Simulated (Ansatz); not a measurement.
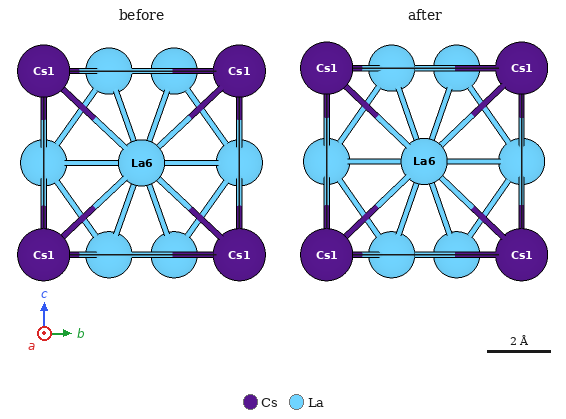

The structure of crystalline CsLa5 (a generated structure, set up in P6/mmm) before (left) and after (right) a relaxation, at one scale.

The picture is a ball-and-stick view of the cell of the calculation, seen along the a axis.

Method: DFT PBE, scalar-relativistic, plane waves, PAW (Ansatz).

Input file:
```yaml
crystal:
  lattice:
    - [7.262308122, 0.0, 0.0]
    - [-3.631154061, 6.2893433237, 0.0]
    - [0.0, 0.0, 5.9044070554]
  atoms:
    - { symbol: Cs, position: [0.0, 0.0, 0.0] }
    - { symbol: La, position: [0.3333333333, 0.6666666667, 0.0] }
    - { symbol: La, position: [0.6666666667, 0.3333333333, 0.0] }
    - { symbol: La, position: [0.5, 0.0, 0.5] }
    - { symbol: La, position: [0.5, 0.5, 0.5] }
    - { symbol: La, position: [0.0, 0.5, 0.5] }
basis:
  ecutwfc: 420
kpoints:
  mp_grid: { grid: [6, 6, 6] }
hamiltonian:
  xc: pbe
scf:
  occupations: { method: gaussian, width: 0.1 }
output:
  forces: true
  stress: true
  eigenvalues: true
  write_density: true
  write_potential: true
  elf: true
  volumetric_format: npy
relax:
  adjacent_minimum: "off"
  f_tol: 0.01
  max_steps: 80
  cell: { stress_tol: 0.05 }
```

Command:
```bash
ansatz run input.yaml --threads 1 --pin off --max-ram 2560MiB --backend cpu --events-out ev --progress --plain --runs-dir out
```

### What changed between the two?

No atom moves by more than 0.005 Å relative to the cell. Cell: a = b 7.262 → 7.236 Å (−0.4 %), c 5.904 → 5.998 Å (+1.6 %). Volume +0.9 %. Among the contacts that change: La2–La4 3.621 → 3.655 Å, Cs1–La4 4.680 → 4.700 Å, Cs1–La2 4.193 → 4.178 Å, La4–La5 3.631 → 3.618 Å. The space group stays P6/mmm (No. 191). Over 2 accepted moves (3 points after the start) the energy falls by 5.4 meV per cell of the calculation. All forces vanish by symmetry, so only the cell relaxes. Pressure: 0.14 GPa at the start and −0.02 GPa at the end. At 1 point the geometry stayed and the basis and grid were re-selected for the new cell (energy shift of less than 0.05 meV per cell of the calculation at most each time).
